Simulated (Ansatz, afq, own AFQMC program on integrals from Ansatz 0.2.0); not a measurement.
# AlH₂O (quartet): AFQMC on the coupled-cluster ladder at distance Al1–H3 = 1.777 Å, cc-pVDZ, part 2 of 2

Ansatz 0.2.0, Gaussian basis, and an in-house AFQMC program (afq) on its integrals; all values are calculated; cc-pVDZ, frozen cores. The steps go on from the part before.

**12. Free-projection AFQMC, CISD trial on ROHF**

It reads the integrals that the CCSD(T) run on this determinant wrote.

Started as:

```sh
$ afq ham --method free --trial cisd --walkers 60 --time-step 0.03 --max-blocks 80 --target-error 0.0004 --factor-cut 1e-05 --seed 2862 --times 0,0.21,0.42,0.81,1.2,1.8,2.4,3 --taylor-order 8
```

Standard output:

```text
orbitals 36  electrons 7 4  factors 266 of 397
reference energy -317.72512233 Eh
CCSD correlation -0.26633139 Eh in 15 cycles, weight of the determinant in the CISD state 0.7999
repeat  energy at the last time / Eh  error
    10  -318.007053  0.002780
    20  -318.004975  0.001623
    30  -318.002997  0.001422
    40  -318.002227  0.001193
    50  -318.002459  0.001104
    60  -318.002880  0.001028
    70  -318.002961  0.000963
    80  -318.002847  0.000869
time / (1/Eh)  energy / Eh  error  mean overlap
  0.00  -317.991443  0.000311  1.2508
  0.21  -317.996533  0.000486  1.2472
  0.42  -317.998512  0.000499  1.2508
  0.81  -318.000545  0.000520  1.2564
  1.20  -318.001060  0.000743  1.2582
  1.80  -318.003531  0.000624  1.2319
  2.40  -318.002253  0.000790  1.2480
  3.00  -318.002847  0.000869  1.2522
energy -318.002847 +/- 0.000869 Eh
```

It took 5.4 min on 1 thread of Intel Xeon Platinum 8259CL at 2.50GHz (Skylake/Cascade Lake), shared host.

Energy -8653.2983 ± 0.0236 eV. Caveats: remainder of the start not in the error; error above the target.

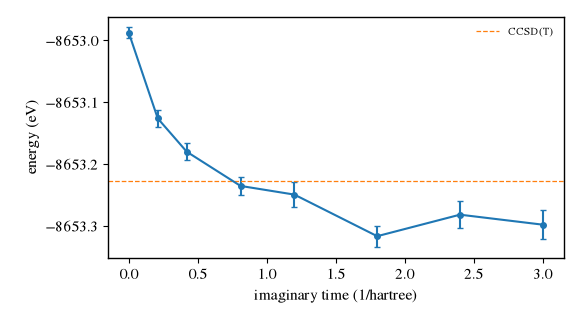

Energy against projection time, with error bars.

**13. CCSD(T) on UHF**

The input, in.yaml:

```yaml
crystal:
  periodic: [false, false, false]
  atoms:
    - {symbol: Al, position_ang: [0.000000, 0.000000, 0.653528]}
    - {symbol: O, position_ang: [0.000000, 0.000000, -1.093006]}
    - {symbol: H, position_ang: [0.000000, -1.622098, -0.072304]}
    - {symbol: H, position_ang: [0.000000, 1.622098, -0.072304]}
basis:
  gaussian: {orbitals: cc-pVDZ}
magnetization: {spin_polarized: true, initial_magnetization: 3}
correlation: {method: ccsd_t, electrons: outside_noble_gas, hamiltonian_folder: ham}
```

Started as:

```sh
$ ansatz run in.yaml --threads 1 --pin off --events-out ev --progress --plain --max-ram 1382MiB
```

Standard output (excerpt; [...] marks lines left out):

```text
Functional definition: HF
  name "HF"
  cite "Fock, Z. Phys. 61, 126 (1930) doi:10.1007/BF01340294"
  parent pbe
[...]
397 factors; integrals over basis functions are off by at most 1.1e-3 eV
[...]
mean field -8646.39406593 eV, -317.7491211866 hartree, gradient 2.3e-6 eV, S^2 3.826528; 14 other end points of the search recorded, 0 dependent functions left out
determinant -8646.39406593 eV, -317.7491211866 hartree, with singles and doubles -8653.00667545 eV, -317.9921301043 hartree
determinant -8646.01657902 eV, -317.7352487985 hartree, with singles and doubles -8652.26350946 eV, -317.9648192577 hartree
determinant -8644.81261041 eV, -317.6910037680 hartree, with singles and doubles -8650.96170755 eV, -317.9169789202 hartree
determinant -8644.12199954 eV, -317.6656242868 hartree, with singles and doubles -8650.45074734 eV, -317.8982014785 hartree
determinant -8644.01818102 eV, -317.6618090264 hartree, with singles and doubles -8650.19873853 eV, -317.8889403258 hartree
determinant -8643.91319119 eV, -317.6579507213 hartree, with singles and doubles -8650.54822353 eV, -317.9017836626 hartree
6 core orbitals not correlated: weight in the atoms' cores, before any rotation towards them, 1.000 or more for the frozen orbitals, at most 0.000 for the correlated occupied ones
reference -8646.39406593 eV, -317.7491211866 hartree; 7, 4 occupied and 29, 32 virtual orbitals, 397 factors
second order -5.60554488 eV of doubles, -0.00000000 eV of singles
cycle   1  -6.61296471 eV  change   -3.6e-4 eV  update   3.5e-3
[...]
cycle  10  -6.61956576 eV  change   -3.1e-7 eV  update   2.7e-6
perturbative correction -0.21781079 eV, -0.0080043989 hartree
Total energy: -8653.23144249 eV, -318.0003901404 hartree
```

Run time: 5.5 s. Hardware: 1 thread of Intel Xeon Platinum 8259CL at 2.50GHz (Skylake/Cascade Lake), shared host.

From the report: ⟨S²⟩ of the determinant 3.827 (pure quartet: 3.75); correlation -6.8374 eV; T1 0.050; largest double amplitude 0.07.

This run also writes the integrals to the folder ham.

**14. CCSDT(Q) on UHF**

Edit in.yaml of step 13 so:

```diff
@@ -10,2 +10,2 @@
 magnetization: {spin_polarized: true, initial_magnetization: 3}
-correlation: {method: ccsd_t, electrons: outside_noble_gas, hamiltonian_folder: ham}
+correlation: {method: ccsdt_q, electrons: outside_noble_gas}
```

Launched as before.

Standard output (excerpt; [...] marks lines left out):

```text
Functional definition: HF
  name "HF"
  cite "Fock, Z. Phys. 61, 126 (1930) doi:10.1007/BF01340294"
  parent pbe
[...]
789 factors; integrals over basis functions are off by at most 1.5e-7 eV
[...]
mean field -8646.39426116 eV, -317.7491283612 hartree, gradient 2.3e-6 eV, S^2 3.826529; 14 other end points of the search recorded, 0 dependent functions left out
determinant -8646.39426116 eV, -317.7491283612 hartree, with singles and doubles -8653.00687279 eV, -317.9921373564 hartree
determinant -8646.01677306 eV, -317.7352559293 hartree, with singles and doubles -8652.26371385 eV, -317.9648267691 hartree
determinant -8644.81282296 eV, -317.6910115792 hartree, with singles and doubles -8650.96193265 eV, -317.9169871923 hartree
determinant -8644.12217521 eV, -317.6656307425 hartree, with singles and doubles -8650.45094181 eV, -317.8982086253 hartree
determinant -8644.01835756 eV, -317.6618155143 hartree, with singles and doubles -8650.19893691 eV, -317.8889476159 hartree
determinant -8643.91337880 eV, -317.6579576161 hartree, with singles and doubles -8650.54842031 eV, -317.9017908942 hartree
6 core orbitals not correlated: weight in the atoms' cores, before any rotation towards them, 1.000 or more for the frozen orbitals, at most 0.000 for the correlated occupied ones
reference -8646.39426116 eV, -317.7491283612 hartree; 7, 4 occupied and 29, 32 virtual orbitals, 789 factors
second order -5.60558115 eV of doubles, -0.00000000 eV of singles
cycle   1  -6.03462273 eV  change   -4.3e-1 eV  update   1.1e-1
[...]
cycle  24  -6.88626381 eV  change   -2.6e-7 eV  update   7.9e-7
perturbative correction -0.03453634 eV, -0.0012691872 hartree
Total energy: -8653.31506132 eV, -318.0034630759 hartree
```

Run time: 31 s. Hardware: 1 thread of Intel Xeon Platinum 8259CL at 2.50GHz (Skylake/Cascade Lake), shared host; peak memory 0.29 GiB.

From the report: ⟨S²⟩ of the determinant 3.827 (pure quartet: 3.75); correlation -6.9208 eV; T1 0.052; largest double amplitude 0.09.

**15. Phaseless AFQMC, CISD trial on UHF**

It reads the integrals that the CCSD(T) run on this determinant wrote.

Started as:

```sh
$ afq ham --method phaseless --trial cisd --walkers 60 --populations 1 --least-time 40 --time-step 0.005 --steps-per-block 50 --equilibration-blocks 28 --max-blocks 300 --target-error 0.0004 --factor-cut 1e-05 --start spin_pure --seed 2190 --release-times 0.24,0.51,0.99,1.62,2.4 --release-step 0.03 --release-every 4 --taylor-order 6
```

Standard output:

```text
orbitals 36  electrons 7 4  factors 266 of 397
reference energy -317.74912119 Eh
CCSD correlation -0.24326437 Eh in 15 cycles, weight of the determinant in the CISD state 0.8389
energy of the start -317.989845 Eh
 block  time / (1/Eh)  mean weight  energy / Eh
     1     0.250  0.9998  -317.989684
     2     0.500  0.9994  -317.992102
     3     0.750  1.0023  -317.992522
     4     1.000  0.9995  -317.997170
     5     1.250  0.9963  -317.997052
     6     1.500  1.0021  -318.000887
     7     1.750  0.9986  -318.001950
     8     2.000  0.9995  -317.999484
     9     2.250  0.9983  -318.007761
    10     2.500  1.0016  -318.009256
    17     4.250  1.0004  -318.000116
    25     6.250  1.0008  -317.995661
    33     8.250  1.0004  -318.003324
    41    10.250  0.9975  -317.992935
    49    12.250  1.0003  -317.995840
    57    14.250  1.0009  -317.995823
    65    16.250  0.9984  -318.002354
    73    18.250  0.9998  -318.006403
    81    20.250  0.9975  -318.006865
    89    22.250  0.9992  -317.993765
    97    24.250  0.9987  -317.998870
   105    26.250  1.0021  -317.997027
   113    28.250  1.0010  -318.000386
   121    30.250  1.0003  -318.001656
   129    32.250  0.9990  -317.999608
   137    34.250  0.9984  -318.001922
   145    36.250  0.9965  -318.004237
   153    38.250  1.0013  -318.011306
   161    40.250  1.0021  -317.998117
   169    42.250  1.0010  -318.000239
   177    44.250  1.0013  -318.003322
   185    46.250  0.9997  -318.000121
   193    48.250  1.0001  -318.000240
   201    50.250  1.0016  -317.996952
   209    52.250  0.9982  -317.997714
   217    54.250  0.9988  -317.997101
   225    56.250  0.9991  -318.002865
   233    58.250  1.0013  -317.995120
   241    60.250  1.0005  -317.998985
   249    62.250  1.0021  -318.003641
   257    64.250  0.9988  -317.990954
   265    66.250  0.9976  -318.002880
   273    68.250  0.9997  -317.994246
   281    70.250  0.9988  -317.993852
   289    72.250  1.0007  -318.008550
   297    74.250  1.0007  -317.996276
   305    76.250  1.0016  -317.996111
   313    78.250  0.9987  -318.001410
   321    80.250  1.0019  -317.994997
blocks merged  error / Eh  count
     1  0.000359  300
     2  0.000436  150
     4  0.000492  75
     8  0.000524  37
    16  0.000555  18
    32  0.000622  9
released: time / (1/Eh)  energy / Eh  error  mean overlap
  0.24  -318.001633  0.000640  0.9916
  0.51  -318.002667  0.000673  0.9837
  0.99  -318.003458  0.000665  0.9712
  1.62  -318.001227  0.000843  1.0011
  2.40  -318.001967  0.001176  0.9920
energy -318.000837 +/- 0.000555 Eh
```

It took 9.4 min on 1 thread of Intel Xeon Platinum 8259CL at 2.50GHz (Skylake/Cascade Lake), shared host.

Energy -8653.2436 ± 0.0151 eV. Caveats: constraint bias not in the error.

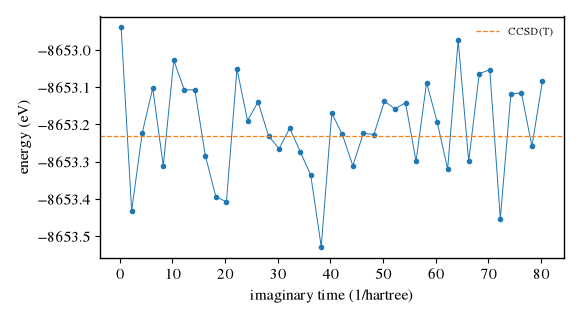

Block energies along the walk.

**16. Phaseless AFQMC, single-determinant trial on UHF**

It reads the integrals that the CCSD(T) run on this determinant wrote.

Started as:

```sh
$ afq ham --method phaseless --trial hf --walkers 120 --populations 1 --least-time 40 --time-step 0.005 --steps-per-block 20 --equilibration-blocks 112 --max-blocks 600 --target-error 0.0012000000000000001 --factor-cut 1e-05 --start spin_pure --seed 6726 --taylor-order 6
```

Standard output:

```text
orbitals 36  electrons 7 4  factors 266 of 397
reference energy -317.74912119 Eh
CCSD correlation -0.24326437 Eh in 15 cycles, weight of the determinant in the CISD state 0.8389
energy of the start -317.750691 Eh
 block  time / (1/Eh)  mean weight  energy / Eh
     1     0.100  1.0023  -317.815339
     2     0.200  1.0009  -317.870229
     3     0.300  1.0009  -317.885190
     4     0.400  1.0018  -317.903804
     5     0.500  1.0017  -317.924451
     6     0.600  1.0003  -317.927084
     7     0.700  1.0029  -317.955687
     8     0.800  1.0031  -317.956448
     9     0.900  1.0013  -317.948451
    10     1.000  0.9978  -317.935773
    18     1.800  1.0000  -317.976683
    35     3.500  1.0010  -318.009130
    52     5.200  1.0009  -317.999778
    69     6.900  1.0006  -317.987276
    86     8.600  1.0005  -317.974837
   103    10.300  1.0013  -317.965717
   120    12.000  0.9988  -318.000087
   137    13.700  1.0016  -317.972150
   154    15.400  0.9989  -317.992404
   171    17.100  0.9957  -317.976842
   188    18.800  0.9987  -317.960956
   205    20.500  1.0005  -317.974967
   222    22.200  0.9971  -318.002583
   239    23.900  1.0011  -317.977083
   256    25.600  0.9990  -318.011570
   273    27.300  0.9997  -318.024043
   290    29.000  1.0006  -317.998428
   307    30.700  1.0009  -318.011583
   324    32.400  0.9970  -317.954584
   341    34.100  0.9991  -317.975924
   358    35.800  0.9994  -318.025557
   375    37.500  1.0043  -318.013437
   392    39.200  1.0026  -317.975832
   409    40.900  0.9998  -317.964994
   426    42.600  0.9982  -318.001274
   443    44.300  0.9984  -317.998313
   460    46.000  0.9993  -317.990908
   477    47.700  0.9994  -317.993717
   494    49.400  1.0017  -317.995382
   511    51.100  1.0003  -318.027503
   528    52.800  0.9997  -317.988498
   545    54.500  1.0012  -317.983932
   562    56.200  1.0002  -317.991507
   579    57.900  0.9981  -317.984175
   596    59.600  1.0017  -317.983381
   613    61.300  0.9990  -317.967289
   630    63.000  0.9995  -318.001026
   647    64.700  1.0007  -317.977876
   664    66.400  0.9992  -318.011313
   681    68.100  0.9989  -318.027232
   698    69.800  1.0018  -317.999907
blocks merged  error / Eh  count
     1  0.000908  600
     2  0.001195  300
     4  0.001550  150
     8  0.001931  75
    16  0.002283  37
    32  0.002506  18
    64  0.002305  9
energy -317.995156 +/- 0.002506 Eh
```

Run time: 5 min. Hardware: 1 thread of Intel Xeon Platinum 8259CL at 2.50GHz (Skylake/Cascade Lake), shared host.

Energy -8653.0890 ± 0.0682 eV. Caveats: constraint bias not in the error; error above the target.

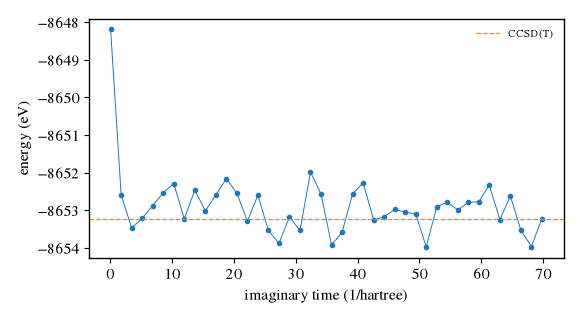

Block energies along the walk.

**17. Free-projection AFQMC, CISD trial on UHF**

It reads the integrals that the CCSD(T) run on this determinant wrote.

Started as:

```sh
$ afq ham --method free --trial cisd --walkers 60 --time-step 0.03 --max-blocks 80 --target-error 0.0004 --factor-cut 1e-05 --seed 2862 --times 0,0.21,0.42,0.81,1.2,1.8,2.4,3 --taylor-order 8
```

Standard output:

```text
orbitals 36  electrons 7 4  factors 266 of 397
reference energy -317.74912119 Eh
CCSD correlation -0.24326437 Eh in 15 cycles, weight of the determinant in the CISD state 0.8389
repeat  energy at the last time / Eh  error
    10  -318.001019  0.002133
    20  -318.002083  0.001553
    30  -318.001622  0.001228
    40  -318.002380  0.001061
    50  -318.002530  0.000907
    60  -318.002496  0.000809
    70  -318.002893  0.000831
    80  -318.003324  0.000764
time / (1/Eh)  energy / Eh  error  mean overlap
  0.00  -317.992295  0.000246  1.1926
  0.21  -317.996600  0.000319  1.2013
  0.42  -317.998536  0.000312  1.2036
  0.81  -318.000302  0.000356  1.2128
  1.20  -318.001518  0.000496  1.2024
  1.80  -318.002801  0.000630  1.1907
  2.40  -318.003169  0.000693  1.1839
  3.00  -318.003324  0.000764  1.1964
energy -318.003324 +/- 0.000764 Eh
```

Run time: 6.4 min. Hardware: 1 thread of Intel Xeon Platinum 8259CL at 2.50GHz (Skylake/Cascade Lake), shared host.

Energy -8653.3113 ± 0.0208 eV. Caveats: remainder of the start not in the error; error above the target.

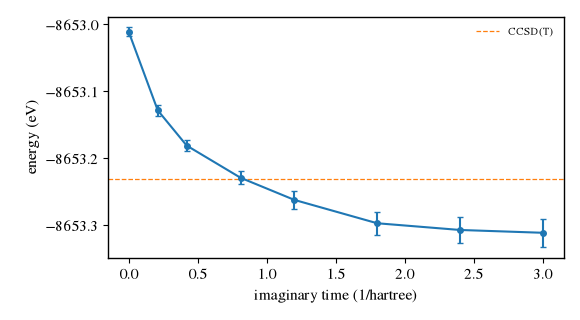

Energy against projection time, with error bars.

**18. AFQMC on the ladder**

On the ROHF determinant, counted from CCSDT(Q) (a yardstick, not exact):

| level | energy (eV) | from CCSDT(Q) (meV) | statistical error (meV) | time |
| --- | --- | --- | --- | --- |
| HF | -8645.7410 | +7571.8 |  |  |
| MP2 | -8651.9653 | +1347.6 |  |  |
| CCSD | -8652.9883 | +324.6 |  |  |
| CCSD(T) | -8653.2277 | +85.2 |  |  |
| CCSDT(Q) | -8653.3129 | 0.0 |  |  |
| Phaseless AFQMC, CISD trial, step 0.005, 60 walkers | -8653.2542 | +58.6 | 21.1 | 8.6 min |
| Phaseless AFQMC, single-determinant trial, step 0.005, 120 walkers | -8652.9921 | +320.8 | 68.8 | 5.5 min |
| Free-projection AFQMC, CISD trial, step 0.03, 60 walkers | -8653.2983 | +14.6 | 23.6 | 5.4 min |

On the UHF determinant, counted from CCSDT(Q) (a yardstick, not exact):

| level | energy (eV) | from CCSDT(Q) (meV) | statistical error (meV) | time |
| --- | --- | --- | --- | --- |
| HF | -8646.3941 | +6921.0 |  |  |
| MP2 | -8651.9996 | +1315.5 |  |  |
| CCSD | -8653.0136 | +301.4 |  |  |
| CCSD(T) | -8653.2314 | +83.6 |  |  |
| CCSDT(Q) | -8653.3151 | 0.0 |  |  |
| Phaseless AFQMC, CISD trial, step 0.005, 60 walkers | -8653.2436 | +71.4 | 15.1 | 9.4 min |
| Phaseless AFQMC, single-determinant trial, step 0.005, 120 walkers | -8653.0890 | +226.0 | 68.2 | 5 min |
| Free-projection AFQMC, CISD trial, step 0.03, 60 walkers | -8653.3113 | +3.8 | 20.8 | 6.4 min |

The functionals' totals stand on their own zeros and serve differences with other points: PBE -8664.944 eV; r2SCAN -8669.187 eV; PBE0 -8665.310 eV; B3LYP -8671.310 eV; wB97M-V -8669.093 eV; B2PLYP -8665.438 eV.

**19. What came out**

This closing draws on all 2 parts.

```
                                                       quantity              value
                                  CCSD(T) on ROHF from CCSDT(Q)          +85.2 meV
              Phaseless AFQMC, CISD trial on ROHF from CCSDT(Q)   +58.6 ± 21.1 meV
Phaseless AFQMC, single-determinant trial on ROHF from CCSDT(Q)  +320.8 ± 68.8 meV
        Free-projection AFQMC, CISD trial on ROHF from CCSDT(Q)   +14.6 ± 23.6 meV
                                   CCSD(T) on UHF from CCSDT(Q)          +83.6 meV
               Phaseless AFQMC, CISD trial on UHF from CCSDT(Q)   +71.4 ± 15.1 meV
 Phaseless AFQMC, single-determinant trial on UHF from CCSDT(Q)  +226.0 ± 68.2 meV
         Free-projection AFQMC, CISD trial on UHF from CCSDT(Q)    +3.8 ± 20.8 meV
```

On ROHF the phaseless walk with the CISD trial lies +58.6 meV from CCSDT(Q), within three error bars. Free projection has no constraint; at the last time it gives +14.6 ± 23.6 meV. On UHF the phaseless walk with the CISD trial lies +71.4 meV from CCSDT(Q), 5 times its error bar. Free projection has no constraint; at the last time it gives +3.8 ± 20.8 meV, and from a start that isn't spin pure other spins can mix in. Error bars are statistical and leave out the constraint, the time step and what remains of the start.
